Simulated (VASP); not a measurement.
Band structure of CdSe (zinc blende). Calculation: optB88-vdW, VASP's PBE PAW potentials (set 64) (plane waves; VASP).

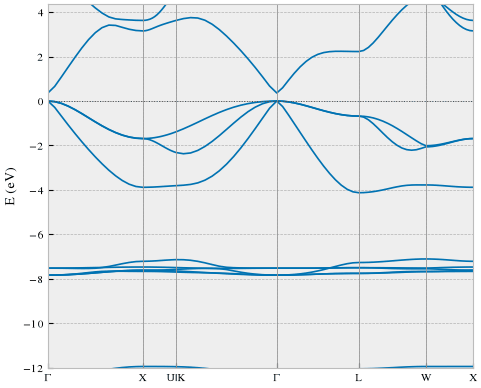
Bands along high-symmetry lines, zero at the valence-band maximum or, without a gap, the Fermi level

Question: Read the plot: is there a gap, and where are the band edges?

Answer: The gap is direct, 0.36 eV, from the valence maximum at Γ to the conduction minimum at Γ. (Edges off the drawn lines would not show.)

The compound is CdSe in the zinc blende structure, whereas wurtzite is the usual form. It was relaxed first, which changed the volume by +7 %.
